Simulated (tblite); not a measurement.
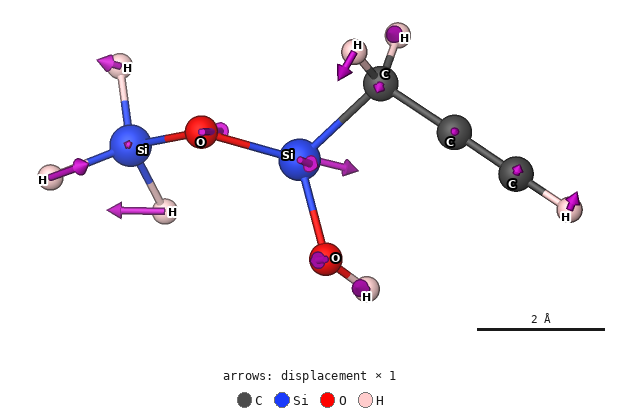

This is a relaxation of C3H8O2Si2. The starting structure is drawn; purple arrows show the displacements, at their true length. The two geometries are superimposed by the best rigid fit.

A ball-and-stick model, seen at a tilt.

Method: GFN2-xTB geometry optimisation, gas phase in tblite 0.8.0. 

What happened in the run?

Answer. The atom that moves furthest after the best rigid fit is an O atom (1.26 Å). Largest moves by element: O 1.26 Å, H 0.97 Å, Si 0.53 Å, C 0.20 Å. Near-neighbour distances that change, for instance: Si–Si 2.781 → 3.140 Å, O–Si 1.735 → 1.626 Å, O–Si 1.711 → 1.613 Å, H–Si 1.491 → 1.461 Å. Bond angles that change, for instance: Si–O–Si 108.0° → 152.2°, O–Si–H 110.2° → 102.5°, Si–O–H 113.2° → 120.2°. Groups turn about O–Si by about 85°, O–Si by about 75°, O–Si by about 45°. The energy falls by 1.104 eV in 81 geometry steps.
